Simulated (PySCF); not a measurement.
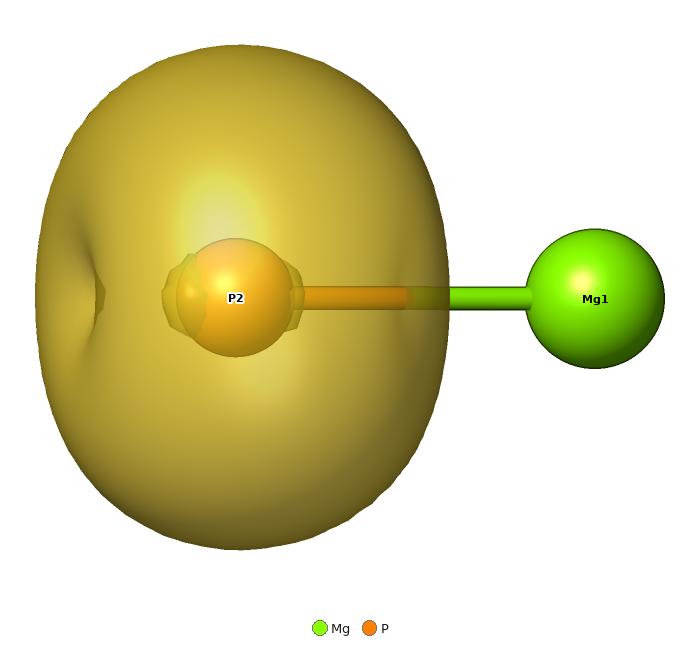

The picture shows: MgP (charge +1, triplet). Isosurfaces of the spin density at +0.03 (yellow) and −0.03 e/Å³ (cyan), seen from one side.

⟨S²⟩ = 2.06, above the pure value of 2.00.

Computed with PBE0/pcseg-1, non-relativistic, at a bond length of 2.516 Å (PySCF).

### Where is the unpaired spin?

The unpaired spin (2 electrons) lies mostly on P2 (about 2.1), in electrons by Hirshfeld's partition, with opposite, polarisation-induced spin on Mg1.
